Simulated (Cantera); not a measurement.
Charge: 1 mol Si, 0.21 mol H2O, 990 mol N2, equilibrated at 0.00900 Torr.

Cantera equilibrium calculation (NASA polynomials, part measured and part estimated; ideal gas, pure solids and liquids). Candidate condensed phases: H2O, Si, SiO2, Si2N2O, Si3N4; 35 gas species. N2 is the only nitrogen source here; it is nearly inert below about 1500 K, so the nitride shown seldom forms there in practice. Mutual solubility and eutectic melting of coexisting phases are not modelled. The numbers say what is thermodynamically allowed, not how fast it happens.

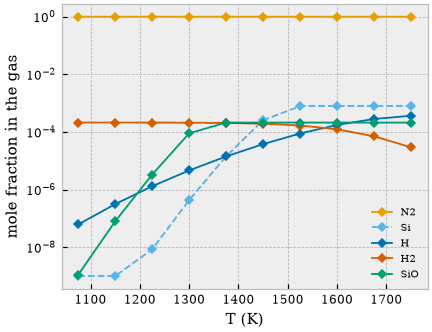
Fig. 1. Equilibrium gas composition (values under 1e-9 drawn at 1e-9)

From 1075 K to 1300 K the condensed part is Si2N2O(s) + Si3N4(s). At 1375 K the condensed part is Si3N4(s). At 1450 K the condensed part is Si(s). From 1525 K to 1750 K nothing is condensed.
